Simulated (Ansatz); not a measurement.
C$_{2}$HSi: several calculations on one system

Part 1: Relaxation

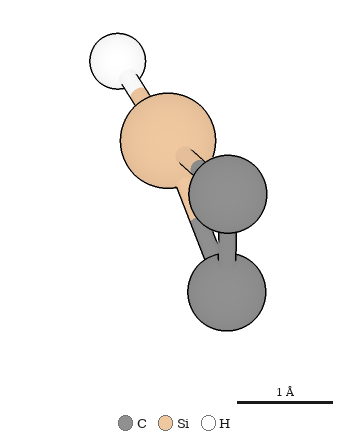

Starting structure of C$_{2}$HSi (multiplicity 2). The picture is a ball-and-stick view, seen from a free direction.

The run prepares an end point of a later path (hydrogen shift) calculation, from a guessed geometry.

All numbers below come from Ansatz 0.2.0, UKS B3LYP/def2-SVP.

Input
```yaml
crystal:
  periodic: [false, false, false]
  atoms:
    - { symbol: C, position_ang: [-0.16492, -0.42802, 1.30926] }
    - { symbol: C, position_ang: [1.11669, -0.33756, 0.77578] }
    - { symbol: Si, position_ang: [-0.16039, 0.15742, -0.43652] }
    - { symbol: H, position_ang: [-0.79138, 0.60817, -1.64851] }
magnetization:
  spin_polarized: true
  initial_magnetization: 1
basis:
  gaussian: { orbitals: def2-SVP }
hamiltonian:
  xc: b3lyp
relax:
  f_tol: 0.02
  max_steps: 50
output:
  orbitals: {}
```

Launched with:
```bash
ansatz run input.yaml --threads 1 --pin off --max-ram 2048MiB --backend cpu --events-out ev --progress --plain --runs-dir out
```

**Predict the outcome.**

Si3 moves most after the best rigid fit: 0.56 Å. By element the largest moves are Si 0.56 Å, H 0.36 Å, C 0.19 Å. Some distances before and after: C1–C2 1.391 → 1.267 Å, Si3–H4 1.439 → 1.515 Å, C2–Si3 1.829 → 1.862 Å, C1–Si3 1.841 → 1.848 Å. Bond angles that change, for instance: C2–Si3–H4 161.7° → 120.9°, C1–Si3–H4 153.8° → 118.9°, C1–Si3–C2 44.5° → 39.9°. Groups turn about C2–Si3 by about 80°, C1–Si3 by about 75°. Over 18 accepted moves (19 points after the start) the energy falls by 67.9 kJ/mol. Largest force component: 2.4 eV/Å at the start, 0.02 eV/Å at the end. The line search rejected the trial step at point 12 of the run.

History of the run:

```json
{"step": "0", "E − E(0), kJ/mol": "0.00", "largest force component, eV/Å": "2.3711", "note": ""}
{"step": "1", "E − E(0), kJ/mol": "-9.47", "largest force component, eV/Å": "1.0631", "note": ""}
{"step": "2", "E − E(0), kJ/mol": "-18.23", "largest force component, eV/Å": "0.9245", "note": ""}
{"step": "3", "E − E(0), kJ/mol": "-39.22", "largest force component, eV/Å": "3.5979", "note": ""}
{"step": "4", "E − E(0), kJ/mol": "-56.55", "largest force component, eV/Å": "1.0563", "note": ""}
{"step": "5", "E − E(0), kJ/mol": "-60.89", "largest force component, eV/Å": "0.2565", "note": ""}
{"step": "6", "E − E(0), kJ/mol": "-61.37", "largest force component, eV/Å": "0.1389", "note": ""}
{"step": "7", "E − E(0), kJ/mol": "-61.60", "largest force component, eV/Å": "0.2237", "note": ""}
{"step": "8", "E − E(0), kJ/mol": "-61.91", "largest force component, eV/Å": "1.4684", "note": ""}
{"step": "9", "E − E(0), kJ/mol": "-61.99", "largest force component, eV/Å": "0.1918", "note": ""}
{"step": "10", "E − E(0), kJ/mol": "-63.21", "largest force component, eV/Å": "0.1682", "note": ""}
{"step": "11", "E − E(0), kJ/mol": "-63.84", "largest force component, eV/Å": "0.1698", "note": ""}
{"step": "12", "E − E(0), kJ/mol": "-55.23", "largest force component, eV/Å": "2.7956", "note": "rejected"}
{"step": "13", "E − E(0), kJ/mol": "-65.67", "largest force component, eV/Å": "0.4793", "note": ""}
{"step": "14", "E − E(0), kJ/mol": "-66.00", "largest force component, eV/Å": "1.0701", "note": ""}
{"step": "15", "E − E(0), kJ/mol": "-67.04", "largest force component, eV/Å": "0.3543", "note": ""}
{"step": "16", "E − E(0), kJ/mol": "-67.12", "largest force component, eV/Å": "0.5367", "note": ""}
{"step": "17", "E − E(0), kJ/mol": "-67.77", "largest force component, eV/Å": "0.0602", "note": ""}
{"step": "18", "E − E(0), kJ/mol": "-67.81", "largest force component, eV/Å": "0.0326", "note": ""}
{"step": "19", "E − E(0), kJ/mol": "-67.93", "largest force component, eV/Å": "0.0198", "note": ""}
```

Final geometry:

```xyz
4

C    -0.1551   -0.4917    1.1632
C     1.0141   -0.4552    0.6756
Si   -0.1208    0.6859   -0.2609
H    -0.7382    0.2610   -1.5779
```

The end point in the same view:

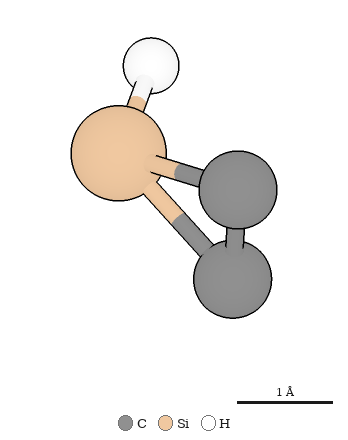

Part 2: Relaxation

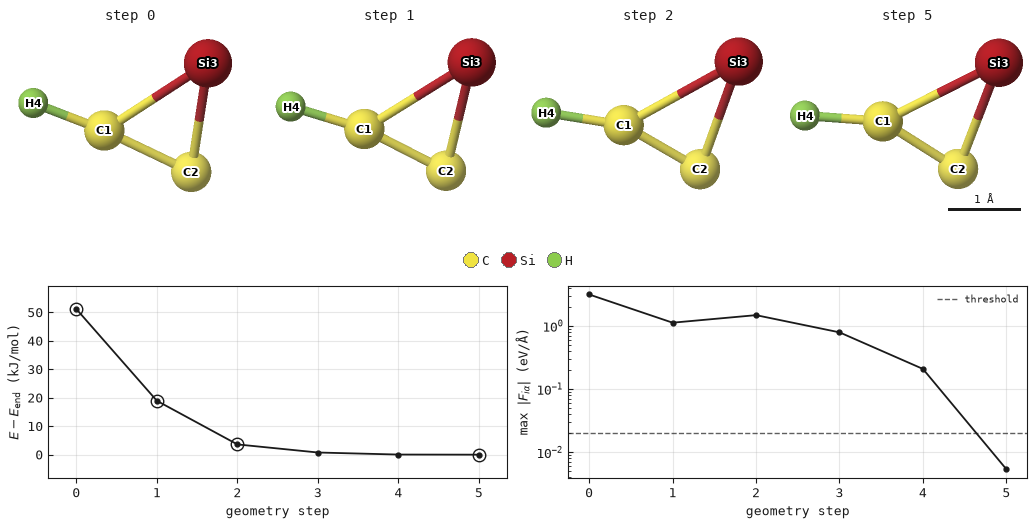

Frames of a relaxation of C2HSi (multiplicity 2), marked on the history of the run. A ball-and-stick model, seen at a tilt.

The run prepares an end point of a later path (hydrogen shift) calculation, from a guessed geometry.

Computed with UKS B3LYP/def2-SVP in Ansatz 0.2.0. (collinear spin; force threshold 0.02 eV/Å; at most 50 steps)

Question: Describe the path.

Answer: The energy falls by 51.2 kJ/mol in 5 geometry steps. The largest force component goes from 3.1 to 0.0054 eV/Å. The largest move after the best rigid fit is that of H4, 0.22 Å. Largest moves by element: H 0.22 Å, Si 0.19 Å, C 0.15 Å. Some distances before and after: C1–C2 1.391 → 1.311 Å, C1–Si3 1.841 → 1.903 Å, C2–Si3 1.829 → 1.866 Å. Bond angles that change, for instance: C2–C1–H4 175.1° → 147.8°, Si3–C1–H4 117.7° → 144.1°, C1–Si3–C2 44.5° → 40.7°. The run took about 10 core-seconds on a shared host. From step 0 to 1: Si3 moves most (0.07 Å), energy −32.2 kJ/mol. From step 1 to 2: Si and H atoms move most (0.11 Å), energy −15.3 kJ/mol. From step 2 to 5: C1 moves most (0.06 Å), energy −3.60 kJ/mol.

```tsv
step	E − E(0), kJ/mol	largest force component, eV/Å
0	0.00	3.1468
1	-32.24	1.1262
2	-47.58	1.4825
3	-50.42	0.7922
4	-51.14	0.2088
5	-51.18	0.0054
```

Part 3: Path

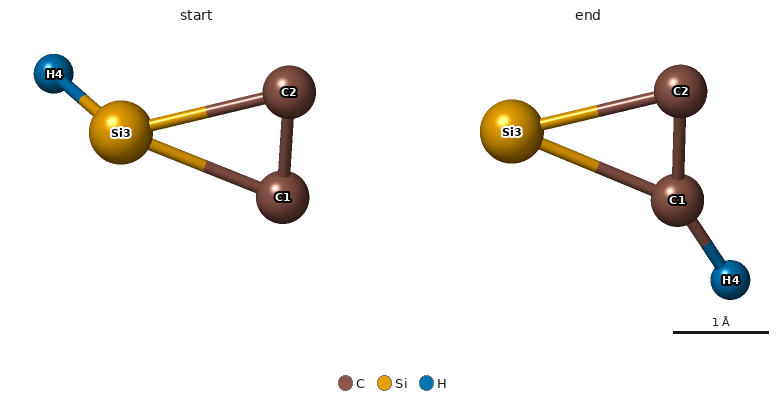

The two relaxed end points of a path for C$_{2}$HSi (multiplicity 2). The picture is a ball-and-stick view, seen at a tilt.

Level of theory: UKS B3LYP/def2-SVP (Ansatz).

Settings: 9 movable images; climbing image; force threshold 0.05 eV/Å; iteration limit 56.

Start:
```xyz
4

C    -0.1241   -0.1691    1.2550
C     0.8771   -0.6847    0.6738
Si    0.0952    0.6178   -0.4030
H    -0.8482    0.2360   -1.5257
```

End:
```xyz
4

C    -0.3069   -0.1812   -0.1891
C     0.5478   -0.5911    0.7169
Si    0.9196    1.1895    0.3008
H    -1.1604   -0.4171   -0.8286
```

Q: What barrier does the band find between them, and by what path?

A: Forward barrier 0.76 eV, backward barrier 2.61 eV, with image 5 at the top; the reaction energy is −1.85 eV. A hydrogen atom shifts from one atom to another. Breaking: Si3–H4 (1.52 → 1.58 at the top → 2.86 Å). Forming: C1–H4 (2.90 → 1.99 at the top → 1.09 Å). The band converged in 14 iterations. The largest component of the band force went from 10 to 0.035 eV/Å. The climbing image converged on the top of the path. Its vibrational analysis gives one imaginary mode (675i cm⁻¹), as a transition state must have.

Energies of the converged images:

| image | path (Å) | E (eV) |
| --- | --- | --- |
| 0 | 0.00 | 0.000 |
| 1 | 0.30 | 0.014 |
| 2 | 0.60 | 0.053 |
| 3 | 0.89 | 0.095 |
| 4 | 1.19 | 0.350 |
| 5 | 1.49 | 0.758 |
| 6 | 1.82 | 0.532 |
| 7 | 2.15 | -0.370 |
| 8 | 2.48 | -1.034 |
| 9 | 2.82 | -1.582 |
| 10 | 3.15 | -1.849 |

The geometry at the top of the path:

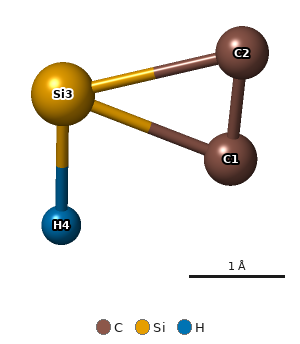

The run took roughly 3 core-minutes on a shared host.
